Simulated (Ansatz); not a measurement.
# Sensitivity of the G0W0 gap of KMgF3 (Pm-3m)

A base run on KMgF3 (Pm-3m), then changed inputs.

Program: Ansatz 0.2.0. Level of theory: G0W0 on PBE, plane waves, PAW. Results are calculated unless marked as measured.

**1. The structure**

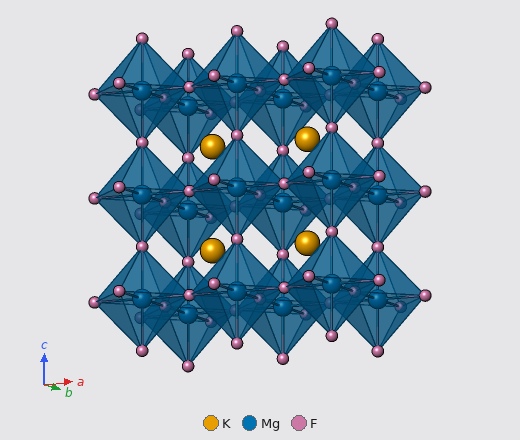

Start, viewed from a free direction; potassium orange, magnesium blue, fluorine pink. 2×1×2 cells are drawn. Some periodic images of atoms are drawn too.

The cell and positions come from the Crystallography Open Database and are kept as given unless a step says otherwise. The default PAW set here is soft_2. Its files were made with PBE.

**2. The base run: 4×4×4 mesh, 143 empty bands, screening to 100 eV**

Now the one-shot GW correction: screening in the RPA, then the self-energy of the levels asked for.

Contents of input.yaml:

```yaml
crystal:
  lattice:
    - [3.9859, 0.0, 0.0]
    - [0.0, 3.9859, 0.0]
    - [0.0, 0.0, 3.9859]
  atoms:
    - { symbol: K, position: [0.5, 0.5, 0.5] }
    - { symbol: Mg, position: [0.0, 0.0, 0.0] }
    - { symbol: F, position: [0.5, 0.0, 0.0] }
    - { symbol: F, position: [0.0, 0.5, 0.0] }
    - { symbol: F, position: [0.0, 0.0, 0.5] }
kpoints:
  mp_grid: { grid: [4, 4, 4] }
hamiltonian:
  xc: pbe
scf:
  occupations: { method: fixed }
gw:
  n_empty_bands: 143
  ecut_chi: 100.0
  qp_bands: [v2, c2]
  qp_kpoints: band_edges
  screening: { model: contour_deformation }
```

Started as:

```bash
$ ansatz run input.yaml --threads 3 --pin off --max-ram 64512MiB --backend cuda --events-out ev --progress --plain --runs-dir out --devices 1 --max-vram 24GiB  # rebuilt from the run's record
```

Numbers of over 12 decimals in the logs are rounded to 6 here.

The log of the run:

```text
GPUs: using 1 of 1 available (devices: 1).
Engine: ansatz 0.2.0, x86_64-unknown-linux-gnu
Pseudopotentials: kind: paw
Pseudopotential: K, paw, valence charge 9, recommended cutoff 420 eV (normal), K.paw.azcp
Pseudopotential: Mg, paw, valence charge 10, recommended cutoff 420 eV (normal), Mg.paw.azcp
Pseudopotential: F, paw, valence charge 7, recommended cutoff 420 eV (normal), F.paw.azcp
Functional definition: PBE
  parameter kappa = 0.804
  parameter beta = 0.066725
  exchange = pbe_x(kappa = kappa, mu = beta*pi^2/3)
  correlation = pbe_c(beta = beta)
device memory: the entry about to start is reckoned to put 0.6 GiB on a device that reports 70.1 GiB free (of which the cap on the GPU budget leaves the run 24.0 GiB)
GPU FFT provider: cuFFT
GPU libraries: cuBLAS 13.8.2, cuFFT 12.4.0, cuSOLVER 12.3.4
Crystal: 5 atoms, lattice volume = 63.326 Å³
Basis set: ecut = 420 eV, 1237 PW (Γ)
Bands: 25, of which v1, the nominal top of the filled ones, is band 20 counted from 1 (19 counted from 0)
Symmetry: 48 space group operations
Space group: Pm-3m (ITA 221), of the structure as read, at distance tolerance 4.0e-5 Å
k-points: 10 of 64
Non-local potential: K, projectors of the file, l = 0: 3, l = 1: 2, l = 2: 2
Non-local potential: Mg, projectors of the file, l = 0: 3, l = 1: 2, l = 2: 1
Non-local potential: F, projectors of the file, l = 0: 2, l = 1: 2, l = 2: 1
PAW form: soft (Blöchl's): semilocal exchange-correlation on the pseudo side does not see the compensation charge
PAW one-centre angular grid: K, 110 points (default); XC on 64 Gauss nodes
PAW one-centre angular grid: Mg, 110 points (default); XC on 64 Gauss nodes
PAW one-centre angular grid: F, 110 points (default); XC on 64 Gauss nodes
Initial density: superposition of atomic densities (neutral atoms: chi_scale 0, normalization atom), corrected by the library's trained network
Initial wavefunctions: pseudopotential atomic-orbital guess
GPU buffer pool allocated for 19683 grid points (all kernels)
GPU transforms: local potential and band sums: pruned to the plane-wave sphere, on 27×27×27
Functional: x = pbe(κ = 0.804, μ = 0.219515), c = pbe(β = 0.066725)
SCF iter   1: F=—  HF=-5894.699950 eV  |F-HF|=—  |Δ(HF+E_count)|=         —  Δρ=4.88e-4  dr2=3.75e-5  ethr=1.77e-3  ⟨swp⟩=4.0  Hψ=1051  notcnv=0  defer=18
preconditioner: auto → Resta (q_TF=auto, 2.527 Å⁻¹)  ε∞=2.9  [insulator: Δε(μ)=7.328 eV  Ē_g=19.239 eV  n_scr=18 (ndim 8)  ℏωp=26.4 eV  f_vac=0.032  ε∞_Penn≈2.9]
SCF iter   2: F=—  HF=-5894.699844 eV  |F-HF|=—  |Δ(HF+E_count)|=   1.06e-4  Δρ=2.60e-4  dr2=1.44e-5  ethr=9.37e-8  ⟨swp⟩=3.0  Hψ=659  notcnv=0  defer=26
SCF iter   3: F=—  HF=-5894.699980 eV  |F-HF|=—  |Δ(HF+E_count)|=   1.36e-4  Δρ=1.18e-4  dr2=4.94e-6  ethr=3.61e-8  ⟨swp⟩=2.0  Hψ=455  notcnv=0  defer=27
[...]
NSCF: frozen V_eff on 10 k-points
G₀W₀ screening: q 1/10
[... further progress lines ...]
SCF converged after 6 iterations
Free energy (F): -5894.699983 eV
Harris-Foulkes:  -5894.699983 eV  (|F-HF|=5.58e-9)
Internal energy: -5894.699983 eV  (E = F + TS)
E sigma→0 (E₀):  -5894.699983 eV
Fermi energy:    2.851758 eV
--- Per-component energies (eV) ---
  E_band       = -499.951959
  E_kinetic    = 956.903674
  E_local      = -3733.144211  (includes V_loc(G=0)·N_el)
  E_nonlocal   = 327.919334
  E_hartree    = 1358.724153
  E_xc         = -407.276989
  E_vxc        = -513.990604  (∫ρ·V_xc dr)
  E_paw        = -1676.194576  (= ΣΔE_a)
  E_vpaw       = -255.099604  (= ΣTr[D̂ρ^β])
  E_aug_tail   = 0.006186  (compensation charges beyond the density's cutoff)
  E_ewald      = -2721.637555
  E_smearing   = -0.000000  (= −TS)
  E_closure    = -0.000000  (closes the sum)
  Σ components = -5894.699983   (vs F -5894.699983, Δ=0.00e0)
--- Band table (eV; the first three rows and the last of 10) ---
  k-point 0: bands = [... 16 lower, 2.2276, 2.5312, 2.5312, 2.5312, 10.1861, 12.9412, 12.9412, 15.0659, ... 1 higher]
  k-point 1: bands = [... 16 lower, 2.1137, 2.1137, 2.4265, 2.4265, 11.2002, 13.4336, 13.5014, 15.3222, ... 1 higher]
  k-point 2: bands = [... 16 lower, 1.9925, 1.9925, 2.3241, 2.3241, 12.9826, 13.3275, 13.9676, 15.6277, ... 1 higher]
  k-point 9: bands = [... 16 lower, 1.7440, 2.8518, 2.8518, 2.8518, 13.3133, 13.3133, 13.3133, 16.8147, ... 1 higher]
--- G₀W₀: contour deformation, 5 samples at zero and on the imaginary axis and 2 off it, 64 q-points, 143 empty bands' worth ---
  eigenvalues of the whole cell's RPA ε∞ on this k-mesh (on a slab, of 1 + 4πα/V) = 2.0158, 2.0158, 2.0158; static W/v taken at q = 0 is 0.496072
  bands read: the sum over 163 bands ends inside a degenerate multiplet in 5 slots, whose members it reads at an even weight; the widest, k=0: bands 163 to 165 (counted from 1) at 1/3 each
  gw.qp_kpoints: band_edges: 10 of 10 stored k-points solved, in 1 pass; an edge of the gap read off the rows below is read off those points alone
    ik  band        ε_KS         Σx   Σc(E_QP)       V_xc       Z   E_QP_lin       E_QP  E_QP is
     0    19      2.5312   -31.8170     5.3769   -24.0039  0.8150     0.0443     0.0950  root
     0    20      2.5312   -31.8170     5.3769   -24.0039  0.8150     0.0443     0.0950  root
     0    21     10.1861    -7.2223    -3.2942   -11.9018  0.8915    11.5792    11.5714  root
     0    22     12.9412    -5.0390    -3.4183   -10.4662  0.8913    14.9691    14.9500  root
     1    19      2.4265   -31.6282     5.3904   -23.7719  0.8145    -0.0921    -0.0393  root
     1    20      2.4265   -31.6282     5.3904   -23.7719  0.8145    -0.0921    -0.0393  root
     1    21     11.2002    -8.1599    -3.2258   -12.9185  0.8861    12.7429    12.7330  root
     1    22     13.4336    -5.8799    -3.4052   -11.4581  0.8868    15.6302    15.6067  root
[...]
9    19      2.8518   -32.0690     5.4927   -24.1506  0.8133     0.3754     0.4261  root
     9    20      2.8518   -32.0690     5.4927   -24.1506  0.8133     0.3754     0.4261  root
     9    21     13.3133    -6.2419    -3.5407   -11.9152  0.8876    15.4679    15.4458  root
     9    22     13.3133    -6.2419    -3.5407   -11.9152  0.8876    15.4679    15.4458  root
```

Wall time 5.4 s (1 × NVIDIA H100 80GB HBM3 (shared by 3 runs) with 3 threads of AMD EPYC 7R13 (Zen 3), shared host); peak memory 1.1 GiB.

The column dr2 measures how far the density is from self-consistency, as an energy; F and HF (Harris–Foulkes) agree once it is small.

Numbers from this step:

```yaml
bands_summed: 163
rpa_eps_infinity_on_this_mesh_eigenvalues: 2.016, 2.016, 2.016
plane_waves_in_the_screening_matrix: 147
q_points_in_the_mesh: 64
g0w0_gap_on_the_mesh: 11.15 eV
k_of_the_valence_top: -0.5, -0.5, -0.5
k_of_the_conduction_bottom: 0, 0, 0
starting_gap_on_the_mesh: 7.334 eV
z_at_the_valence_top: 0.8133
z_at_the_conduction_bottom: 0.8915
least_direct_g0w0_gap_on_the_computed_points: 11.48 eV
```

The gap on the mesh goes from 7.33 eV to 11.15 eV, a correction of +3.81 eV. Between the two edge states, bare exchange in place of the xc potential would open the gap by 12.60 eV, and correlation takes back 8.79 eV.

**3. Variant: low screening cutoff**

Edit input.yaml of step 2 so:

```diff
@@ -18,4 +18,4 @@
 gw:
-  n_empty_bands: 143
-  ecut_chi: 100.0
+  n_empty_bands: 189
+  ecut_chi: 40
   qp_bands: [v2, c2]
```

The log of the run:

```text
GPUs: using 1 of 1 available (devices: 1).
[...]
GPU FFT provider: cuFFT
GPU libraries: cuBLAS 13.8.2, cuFFT 12.4.0, cuSOLVER 12.3.4
Crystal: 5 atoms, lattice volume = 63.326 Å³
Basis set: ecut = 420 eV, 1237 PW (Γ)
Bands: 25, of which v1, the nominal top of the filled ones, is band 20 counted from 1 (19 counted from 0)
Symmetry: 48 space group operations
[...]
k-points: 10 of 64
[...]
GPU buffer pool allocated for 19683 grid points (all kernels)
[...]
SCF iter   1: F=—  HF=-5894.699950 eV  |F-HF|=—  |Δ(HF+E_count)|=         —  Δρ=4.88e-4  dr2=3.75e-5  ethr=1.77e-3  ⟨swp⟩=4.0  Hψ=1051  notcnv=0  defer=18
[...]
SCF iter   6: F=-5894.699983 eV  HF=-5894.699983 eV  |F-HF|=5.58e-9  |Δ(HF+E_count)|=   1.46e-7  Δρ=4.43e-6  dr2=7.35e-9  ethr=2.50e-10  ⟨swp⟩=8.3  Hψ=1009  notcnv=0
SCF 1 converged in 6 iterations: F = -5894.699983 eV  dr2 = 7.35e-9
[...]
NSCF: frozen V_eff on 10 k-points, pencils in batches of 32, up to order 100
[...]
NSCF: frozen V_eff on 10 k-points
G₀W₀ screening: q 1/10
[... further progress lines ...]
SCF converged after 6 iterations
Free energy (F): -5894.699983 eV
[...]
Internal energy: -5894.699983 eV  (E = F + TS)
E sigma→0 (E₀):  -5894.699983 eV
Fermi energy:    2.851758 eV
[...]
--- Band table (eV; the first three rows and the last of 10) ---
  k-point 0: bands = [... 16 lower, 2.2276, 2.5312, 2.5312, 2.5312, 10.1861, 12.9412, 12.9412, 15.0659, ... 1 higher]
  k-point 1: bands = [... 16 lower, 2.1137, 2.1137, 2.4265, 2.4265, 11.2002, 13.4336, 13.5014, 15.3222, ... 1 higher]
  k-point 2: bands = [... 16 lower, 1.9925, 1.9925, 2.3241, 2.3241, 12.9826, 13.3275, 13.9676, 15.6277, ... 1 higher]
  k-point 9: bands = [... 16 lower, 1.7440, 2.8518, 2.8518, 2.8518, 13.3133, 13.3133, 13.3133, 16.8147, ... 1 higher]
[...]
0    19      2.5312   -31.8170     4.8286   -24.0039  0.8327    -0.5349    -0.4534  root
     0    20      2.5312   -31.8170     4.8286   -24.0039  0.8327    -0.5349    -0.4534  root
     0    21     10.1861    -7.2223    -3.4907   -11.9018  0.8935    11.3807    11.3749  root
     0    22     12.9412    -5.0390    -3.5027   -10.4662  0.8923    14.8834    14.8656  root
     1    19      2.4265   -31.6282     4.8484   -23.7719  0.8318    -0.6656    -0.5814  root
     1    20      2.4265   -31.6282     4.8484   -23.7719  0.8318    -0.6656    -0.5814  root
     1    21     11.2002    -8.1599    -3.4381   -12.9185  0.8895    12.5282    12.5206  root
     1    22     13.4336    -5.8799    -3.4995   -11.4581  0.8892    15.5342    15.5124  root
[...]
9    19      2.8518   -32.0690     4.9067   -24.1506  0.8315    -0.2436    -0.1599  root
     9    20      2.8518   -32.0690     4.9067   -24.1506  0.8315    -0.2436    -0.1599  root
     9    21     13.3133    -6.2419    -3.6311   -11.9152  0.8896    15.3759    15.3554  root
     9    22     13.3133    -6.2419    -3.6311   -11.9152  0.8896    15.3759    15.3554  root
```

Run time: 8 s. Hardware: 1 × NVIDIA H100 80GB HBM3 (shared by 3 runs) with 3 threads; peak memory 1.1 GiB; 8.6 s of CPU time.

Against the base:

| setting | base | variant |
| --- | --- | --- |
| empty bands | 143 | 189 |
| screening cutoff (eV) | 100.0 | 40 |

| quantity | variant | base |
| --- | --- | --- |
| starting gap on the mesh | 7.334 | 7.334 |
| G0W0 gap on the mesh | 11.535 | 11.145 |
| least direct G0W0 gap on the computed points | 11.828 | 11.476 |
| Z at the valence top | 0.832 | 0.813 |
| Z at the conduction bottom | 0.894 | 0.892 |

**4. Summary of results**

```json
{
  "base": "11.15 eV, 5.4 s",
  "low screening cutoff": "11.53 eV, 8 s"
}
```

In words: Low screening cutoff: the gap moves by +0.39 eV; such settings are too crude to quote. The variant differs from the base in empty bands and screening cutoff together, so the change can't be laid to one of them. All runs here use a coarse mesh and modest cutoffs; they test settings and are not final values. The 4×4×4 mesh is coarse for this cell (its supercell is 16 Å along the shortest edge). The RPA ε∞ on it, from the PBE start, is 2.02; such meshes misread the long-range screening, most where the gap is narrow. This is the ideal cubic cell; many perovskites, halides above all, are cubic only on average, and local tilts or off-centring can widen the gap.

[Paths, hosts, dates, memory and timing lines, banners, echoed tables and standing remarks are left out of the program output.]

[Logs are printed without paths, hosts, clocks, repeated set-up lines and the standing remarks that a program may print on its own settings, such as how far it seeks lower states.]

[Runs of the session that timed out or met a known fault of the program may be left out.]

[Cells called generated may have been cut or substituted from an entry of the Crystallography Open Database or the Materials Project.]

[Hosts, paths, dates, database ids (printed as entryN), source tags and the programs' standing remarks are cut or masked in the printed files.]
